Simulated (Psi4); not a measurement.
# BH3Cl− (SMILES [BH3-]Cl) at MP2/def2-SVP (density fitting, density fitting for correlation, sweep point 1)

Aim: the energy change on altering one bond length of BH3Cl− at MP2/def2-SVP (density fitting, density fitting for correlation, sweep point 1), from 2 runs. 

Program for the calculation: Psi4 1.11.

## Step 1: The molecule

BH3Cl−: 5 atoms, total charge -1, spin state singlet. As SMILES, `[BH3-]Cl`. The coordinates come from a GFN2-xTB relaxation.

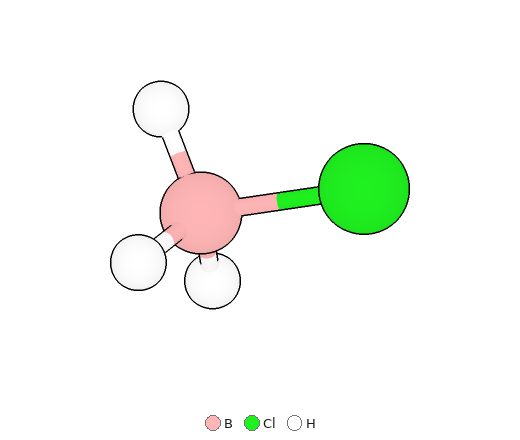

The structure, seen from a chosen angle (boron pink, chlorine green, hydrogen white).

## Step 2: A single-point energy at MP2/def2-SVP (density fitting, density fitting for correlation, sweep point 1)

job.in reads:

```
memory 1600 MB

molecule {
  -1 1
  B      0.15569454    -0.09046119     0.25687047
  Cl    -1.59844374     0.93815453    -2.63989070
  H      2.31128623    -0.48116207    -0.38374668
  H     -0.86946299    -1.98676356     1.00671380
  H      0.00094486     1.62023228     1.76007202
  units au
  symmetry c1
}

set {
  basis           def2-SVP
  reference       rhf
  puream          true
  scf_type        df
  num_frozen_docc 6
}

E, wfn = energy("mp2", return_wfn=True)
print_variables()
```

On the command line:

```console
psi4 -n 1 job.in job.out
```

job.out:

```text
[...]
  Running in c1 symmetry.
[...]
  Nuclear repulsion =   42.159747981441846
[...]
  Multiplicity = 1
[...]
  Nalpha       = 13
  Nbeta        = 13
[...]
    Number of basis functions: 47
[...]
   @DF-RHF iter   1:  -485.76073001765604   -5.71860e-01   4.88366e-03 DIIS/ADIIS
[...]
   @DF-RHF iter  10:  -485.80039789212844   -9.09495e-13   1.40144e-09 DIIS
[...]
    Orbital Energies [Eh]
    ---------------------
    Doubly Occupied:
       1A   -104.510934     2A    -10.274669     3A     -7.749418
       4A     -7.747561     5A     -7.747561     6A     -7.348320
       7A     -0.821394     8A     -0.457185     9A     -0.268203
      10A     -0.268006    11A     -0.242743    12A     -0.166991
      13A     -0.166860
[...]
  @DF-RHF Final Energy:  -485.80039789212844
   => Energetics <=
    Nuclear Repulsion Energy =             42.1597479814418463
    One-Electron Energy =                -760.3806005351611930
    Two-Electron Energy =                 232.4204546615909521
    Total Energy =                       -485.8003978921284443
[...]
 Multipole Moments:
 ------------------------------------------------------------------------------------
     Multipole            Electronic (a.u.)      Nuclear  (a.u.)        Total (a.u.)
 ------------------------------------------------------------------------------------
 L = 1.  Multiply by 2.5417464519 to convert [e a0] to [Debye]
 Dipole X            :         -2.5793475            1.9486359           -0.6307116
 Dipole Y            :          1.5151658           -1.1446960            0.3704699
 Dipole Z            :         -4.2602777            3.2185326           -1.0417451
 Magnitude           :                                                    1.2729014
[...]
```

Run time: 1.6 s. Hardware: 1 thread of Intel Xeon Platinum 8488C (Sapphire Rapids), shared host; peak memory 0.19 GiB.

## Step 3: The distorted shape at the same level

bclh3.inp reads:

```
memory 1.6 GB

molecule mol {
  -1 1
  B      1.03273155    -0.60475015     1.70519815
  Cl    -1.59844374     0.93815453    -2.63989070
  H      3.18832324    -0.99545103     1.06458099
  H      0.00757402    -2.50105253     2.45504147
  H      0.87798188     1.10594332     3.20839969
  units bohr
  symmetry c1
}

set {
  basis def2-SVP
  reference rhf
  puream true
  scf_type df
  num_frozen_docc 6
}

result, w = energy('mp2', return_wfn=True)
```

On the command line:

```console
psi4 -n 1 bclh3.inp bclh3.out
```

bclh3.out:

```text
[...]
  Running in c1 symmetry.
[...]
  Nuclear repulsion =   31.402341662255587
[...]
  Multiplicity = 1
[...]
  Nalpha       = 13
  Nbeta        = 13
[...]
    Number of basis functions: 47
[...]
   @DF-RHF iter   1:  -485.73766286956021   -1.04964e+00   4.87552e-03 DIIS/ADIIS
[...]
   @DF-RHF iter  10:  -485.77025656550785   -1.76215e-12   1.97526e-09 DIIS
[...]
    Orbital Energies [Eh]
    ---------------------
    Doubly Occupied:
       1A   -104.465739     2A    -10.224485     3A     -7.698809
       4A     -7.697955     5A     -7.697954     6A     -7.444165
       7A     -0.737947     8A     -0.509324     9A     -0.294116
      10A     -0.293784    11A     -0.162241    12A     -0.157961
      13A     -0.157959
[...]
  @DF-RHF Final Energy:  -485.77025656550785
   => Energetics <=
    Nuclear Repulsion Energy =             31.4023416622555871
    One-Electron Energy =                -739.2603206480448534
    Two-Electron Energy =                 222.0877224202814091
    Total Energy =                       -485.7702565655078502
[...]
 Multipole Moments:
 ------------------------------------------------------------------------------------
     Multipole            Electronic (a.u.)      Nuclear  (a.u.)        Total (a.u.)
 ------------------------------------------------------------------------------------
 L = 1.  Multiply by 2.5417464519 to convert [e a0] to [Debye]
 Dipole X            :         -2.7363172            2.6859230           -0.0503942
 Dipole Y            :          1.6070872           -1.5770365            0.0300507
 Dipole Z            :         -4.5194077            4.4360790           -0.0833287
 Magnitude           :                                                    0.1019132
[...]
```

It took 1.6 s on 1 thread of Intel Xeon Platinum 8488C (Sapphire Rapids), shared host; peak memory 0.19 GiB.

## Step 4: What came out

Level: MP2/def2-SVP (density fitting, density fitting for correlation, sweep point 1), 6 core orbitals frozen.

```
                                                              quantity          value
                                             first shape: total energy  -486.05194 Eh
                      first shape: HOMO energy (Hartree–Fock orbitals)       -4.54 eV
                      first shape: LUMO energy (Hartree–Fock orbitals)       11.92 eV
    first shape: HOMO–LUMO gap (to an unbound level, set by the basis)       16.46 eV
              first shape: correlation energy (6 core orbitals frozen)     -251.5 mEh
                                         distorted shape: total energy  -486.00448 Eh
                  distorted shape: HOMO energy (Hartree–Fock orbitals)       -4.30 eV
                  distorted shape: LUMO energy (Hartree–Fock orbitals)        8.01 eV
distorted shape: HOMO–LUMO gap (to an unbound level, set by the basis)       12.31 eV
          distorted shape: correlation energy (6 core orbitals frozen)     -234.2 mEh
    energy change with the B1–Cl2 bond stretched from 1.873 to 2.809 Å       1.291 eV
```

With the B1–Cl2 bond stretched from 1.873 to 2.809 Å the energy rises by 1.29 eV (125 kJ/mol). The first shape isn't relaxed at this level, so the change isn't measured from a minimum.
